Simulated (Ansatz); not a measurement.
# Al₂H₆O₂: what the fields show

The calculation's input:

```
crystal:
  periodic: [false, false, false]
  atoms:
    - {symbol: Al, position_ang: [-1.240319, -1.725459, 0.440905]}
    - {symbol: Al, position_ang: [-2.221709, 0.839008, -0.356451]}
    - {symbol: O, position_ang: [-2.763727, -0.654278, 0.634503]}
    - {symbol: O, position_ang: [-0.698283, -0.232152, -0.550004]}
    - {symbol: H, position_ang: [-3.310394, -0.617872, 1.424433]}
    - {symbol: H, position_ang: [-0.518133, -1.864874, 1.849514]}
    - {symbol: H, position_ang: [-1.436910, -2.959555, -0.540688]}
    - {symbol: H, position_ang: [-0.151590, -0.268546, -1.339918]}
    - {symbol: H, position_ang: [-2.943890, 0.978323, -1.765072]}
    - {symbol: H, position_ang: [-2.025165, 2.073166, 0.625075]}
basis:
  gaussian: {orbitals: def2-TZVPD}
hamiltonian: {xc: pbe0}
output: {forces: true, orbitals: {seedname: orbitals}}
```

Command:

```sh
ansatz run input.yaml --threads 2 --pin off --max-ram 5220MiB --events-out events.jsonl --progress --plain --runs-dir runs
```

Geometry: PBE0-D4/def2-SVP.

Theory: Ansatz 0.2.0, isolated molecule in a Gaussian basis; Kohn-Sham density functional theory, functional PBE0.

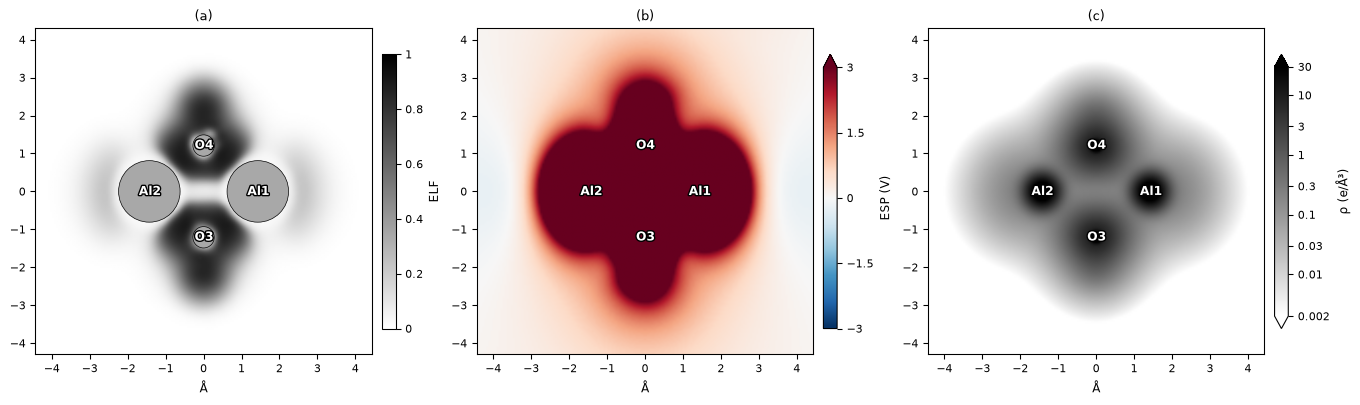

Figure 1. (a) electron localisation function; (b) molecular electrostatic potential; (c) total electron density on the plane of atoms O3, Al2 and O4. Grey discs cover the atomic cores in the ELF map.

**Read the bonding off the picture.**

- The plane passes through Al and O nuclei.
- Al–O (1.87 Å): the density is about 0.6 e/Å³ at the midpoint; the ELF peaks at about 0.90 in the valence shell of O, 0.6 Å from its nucleus, and is about 0.50 at the midpoint.
- The potential has no marked negative region in this plane.

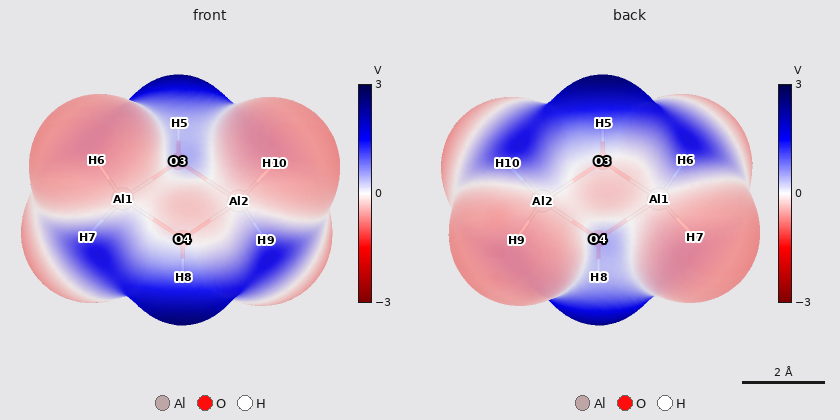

Figure 2. The molecular electrostatic potential painted on the density surface at 0.001 e/bohr³, seen from the front and from behind; the colour scale runs from red (negative) to blue (positive).

**Where is the surface potential most negative and most positive?**

The most negative region (about −0.6 V, or −14 kcal/mol for a unit charge) lies over H6, H7, H9 and H10, the most positive (about +2.6 V, or +60 kcal/mol for a unit charge) over H5 and H8.

**What dipole moment does the calculation give?**

Its dipole moment is zero.

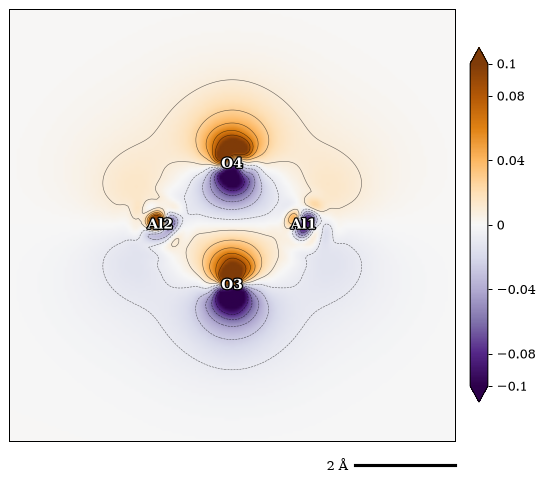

Figure 3. The HOMO on the plane of atoms O3, Al2 and O4 (values in Å⁻³ᐟ²; the overall sign is arbitrary).

**What is the character of this orbital?**

It lies mainly on Al1 (about 15 %), Al2 (about 15 %), H7 (about 15 %), H6 (about 15 %), H10 (about 15 %) and H9 (about 15 %); it is ungerade (odd under inversion). Its energy is −7.82 eV.
